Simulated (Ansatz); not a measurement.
# C2H5NSSi: ladder of methods at one geometry, by script

How do the methods compare on C2H5NSSi, in result and in cost? Aim: a ladder of methods at one geometry, for C2H5NSSi, run from a script. SMILES: C[SiH](S)C#N.

Program: Ansatz 0.2.0, driven from Python. The levels of theory stand in the script. These are calculated values, not measurements.

## 1. Starting point

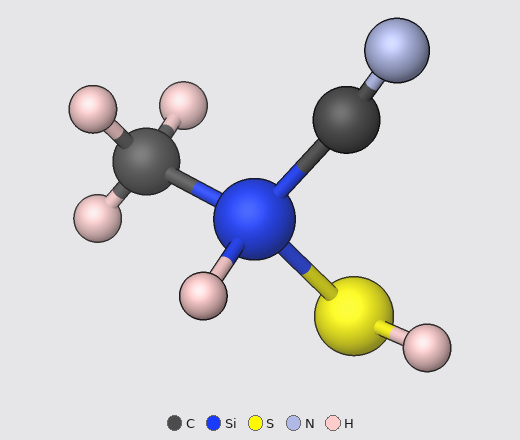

The structure that the script starts from, seen from a chosen angle (carbon dark grey, silicon blue, sulfur yellow, nitrogen light blue, hydrogen pink).

c2h5nssi.xyz, read by the script:

```xyz
10

C    -1.02040   -1.12700    0.18760
Si    0.26580    0.18650    0.30090
S     2.02030   -0.61610   -0.61750
C    -0.11150    1.80950   -0.55280
N    -0.46700    2.78990   -1.08900
H    -0.77810   -1.99930    0.66710
H    -1.96270   -0.72810    0.65580
H    -1.26410   -1.29700   -0.87460
H     0.59730    0.44190    1.77620
H     2.80330    0.48860   -0.45090
```

## 2. Script

methods.py

```python
from pathlib import Path

import ansatz
import numpy as np


def main() -> None:
    geometry = ansatz.Crystal.molecule_from_extxyz("c2h5nssi.xyz")

    job = geometry.calculation().basis(gaussian="def2-SVP")

    print("functional    E (Ha)        dipole (D)   HOMO (eV)  LUMO (eV)")
    for name in ["b3lyp", "revpbe", "cam_b3lyp", "pbe0", "r2scan0"]:
        report = job.functional(name).forces().orbitals().run(runs_dir="runs").report
        lines = Path(report["orbitals_path"]).read_text().splitlines()
        field_of = lambda key: [line.split("=")[1].strip() for line in lines if line.startswith(key)]
        orbitals = [(27.211386 * float(e), s, float(n)) for e, s, n in zip(field_of("Ene="), field_of("Spin="), field_of("Occup="))]
        homo = max(e for e, _, n in orbitals if n > 0.5)
        lumo = min(e for e, _, n in orbitals if n < 0.5)
        dipole = 4.803205 * np.linalg.norm(report["charge_distribution"]["dipole_moment_e_ang"])
        print(f"{name:10s} {report['free_energy_ev'] / 27.211386246:14.6f} {dipole:9.3f} {homo:11.3f} {lumo:10.3f}")


if __name__ == "__main__":
    main()
```

## 3. The calls as engine input

The package turns the script's settings into the engine's input (first run):

```yaml
crystal:
  periodic: [false, false, false]
  atoms:
    - { symbol: C, position_ang: [-1.0204, -1.127, 0.1876] }
    - { symbol: Si, position_ang: [0.2658, 0.1865, 0.3009] }
    - { symbol: S, position_ang: [2.0203, -0.6161, -0.6175] }
    - { symbol: C, position_ang: [-0.1115, 1.8095, -0.5528] }
    - { symbol: "N", position_ang: [-0.467, 2.7899, -1.089] }
    - { symbol: H, position_ang: [-0.7781, -1.9993, 0.6671] }
    - { symbol: H, position_ang: [-1.9627, -0.7281, 0.6558] }
    - { symbol: H, position_ang: [-1.2641, -1.297, -0.8746] }
    - { symbol: H, position_ang: [0.5973, 0.4419, 1.7762] }
    - { symbol: H, position_ang: [2.8033, 0.4886, -0.4509] }
basis:
  gaussian:
    orbitals: def2-SVP
hamiltonian:
  xc: b3lyp
output:
  orbitals: {}
  forces: true
```

## 4. The run

Started as:

```bash
$ python methods.py
```

What it wrote:

```text
functional    E (Ha)        dipole (D)   HOMO (eV)  LUMO (eV)
b3lyp         -821.398877     2.825      -7.344     -0.960
revpbe        -821.192918     2.756      -6.339     -1.654
cam_b3lyp     -821.300843     2.810      -8.928      0.405
pbe0          -820.940906     2.827      -7.665     -0.829
r2scan0       -821.204176     2.866      -7.893     -0.768
```

Wall time 26 s (1 thread of Arm Neoverse V1, shared host); peak memory 0.31 GiB.

## 5. What changed from run to run

The engine's inputs for some of the other runs:

Run 2, against run 1:

```diff
@@ -18 +18 @@
-  xc: b3lyp
+  xc: revpbe
```

Run 3, against run 1:

```diff
@@ -18 +18 @@
-  xc: b3lyp
+  xc: cam_b3lyp
```

Run 5, against run 1:

```diff
@@ -18 +18 @@
-  xc: b3lyp
+  xc: r2scan0
```

## 6. The runs side by side

One row for each of the 5 runs:

| run | functional | energy (eV) | SCF cycles | CPU time (s) |
| --- | --- | --- | --- | --- |
| 1 | b3lyp | -22351.4021 | 17 | 4.5 |
| 2 | revpbe | -22345.7977 | 19 | 3.5 |
| 3 | cam_b3lyp | -22348.7345 | 17 | 5.1 |
| 4 | pbe0 | -22338.9401 | 17 | 4.5 |
| 5 | r2scan0 | -22346.1040 | 17 | 7.9 |

Totals under unlike functionals or potentials can't be compared directly.

The fields below are those of run 1.

## 7. Pictures from the orbitals

The fields below are evaluated on a grid from the run's orbitals.

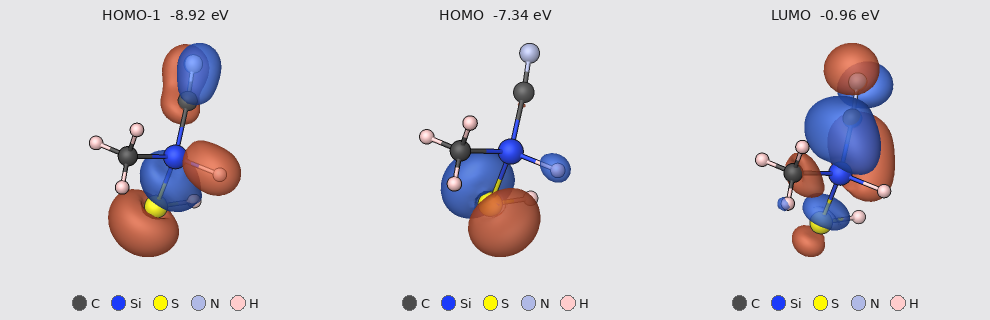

B3LYP/def2-SVP orbitals near the gap, drawn at the value that encloses 70 % of each; the two colours are the two signs.

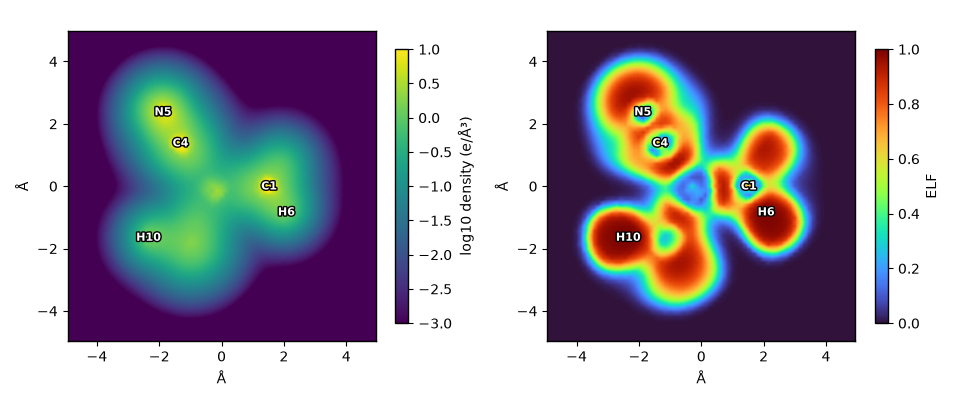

Density (left) and ELF (right) in a plane through or near 5 of the atoms.

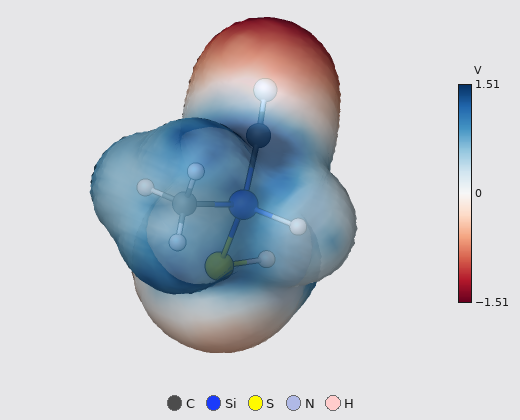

The potential that a unit positive charge feels on the 0.002 e/bohr³ surface, from -1.50 V near N5 to 1.51 V near H7.

## 8. Results

```
                                        quantity    value
                                   runs compared        5
HOMO-LUMO gap of the mean field (B3LYP/def2-SVP)  6.38 eV
```

What this shows: All 5 runs converged, in 17 to 19 cycles. The geometry is a force-field or estimated start, not a minimum of this method, and the basis set is short of its limit. A lower total doesn't mark the better method: functionals have no common bound, and MP2 and coupled cluster aren't variational. b3lyp holds the VWN-RPA fit, as in Gaussian; the form of ORCA and Turbomole is b3lyp5. Levels such as HOMO and LUMO are orbital energies: with these approximate functionals they aren't the ionisation energy and electron affinity, and their gap isn't the fundamental gap.
